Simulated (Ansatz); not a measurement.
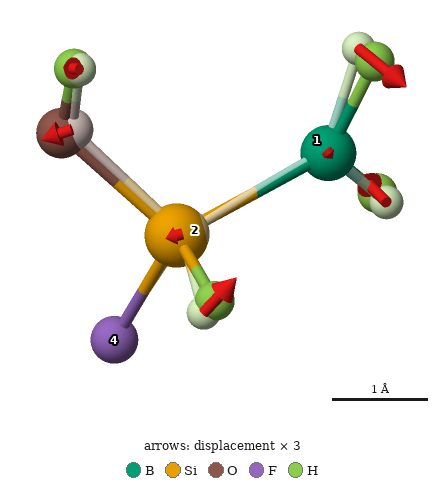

A relaxation of BSiH₄OF. The starting structure is drawn faded, the final one solid; red arrows show the displacements, 3 times their true length. The two geometries are superimposed by the best rigid fit.

The picture is a ball-and-stick view, seen at a tilt.

The run prepares an end point of a later path (torsion) calculation, from a guessed geometry.

Level of theory: RKS BHLYP-D4/6-31G* (Ansatz). Settings: no spin polarisation; force threshold 0.015 eV/Å; at most 40 steps.

Q: Which element moves most?

A: Hydrogen: up to 0.29 Å, against 0.12 Å for oxygen.

Q: Describe the change and its energy.

A: An H atom moves most after the best rigid fit: 0.29 Å. By element the largest moves are H 0.29 Å, O 0.12 Å, Si 0.06 Å, B 0.04 Å, F 0.02 Å. Among the contacts that change: B–Si 1.947 → 2.013 Å, F–Si 1.633 → 1.596 Å, O–Si 1.628 → 1.645 Å, B–H 1.169 → 1.187 Å. Bond angles that change, for instance: B–Si–H 119.5° → 110.4°, F–Si–H 99.4° → 107.3°, Si–O–H 121.9° → 118.8°. The energy falls by 3.85 kcal/mol in 11 accepted moves (12 points after the start). Largest force component: 1.9 eV/Å at the start, 0.0076 eV/Å at the end. The line search rejected the trial step at point 10 of the run.
